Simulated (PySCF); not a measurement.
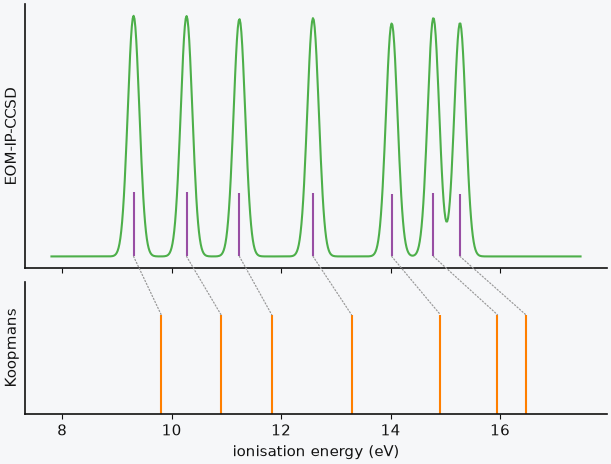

Valence photoelectron lines of CH₅AlS, SMILES C[S][AlH2], singlet: vertical EOM-IP-CCSD/aug-cc-pVDZ (frozen core, PySCF, at a PBE0-D3(BJ)/def2-SVP geometry (no frequency check); 7 lines, one for each of the 7 highest orbitals, so a line of a deeper orbital can be missing among them) above, Hartree-Fock orbital energies with the sign turned below, non-relativistic; dotted lines join each line to its leading orbital. Stick heights are one-hole weights (summed over degenerate lines), not cross-sections; Gaussian width 0.25 eV.

What is the first vertical ionisation energy, and how far is Koopmans' value off?

Answer. 9.30 eV from the HOMO; Koopmans gives 9.81 eV, 0.50 eV too high.

List the lines.

Answer.
| hole | EOM-IP-CCSD (eV) | Koopmans (eV) | one-hole weight |
| --- | --- | --- | --- |
| HOMO | 9.30 | 9.81 | 0.95 |
| HOMO-1 | 10.27 | 10.90 | 0.95 |
| HOMO-2 | 11.24 | 11.83 | 0.94 |
| HOMO-3 | 12.58 | 13.29 | 0.94 |
| HOMO-4 | 14.02 | 14.91 | 0.92 |
| HOMO-5 | 14.78 | 15.95 | 0.94 |
| HOMO-6 | 15.27 | 16.47 | 0.92 |

Known limits of this run: small basis, so the lines can lie some tenths of an eV too low.
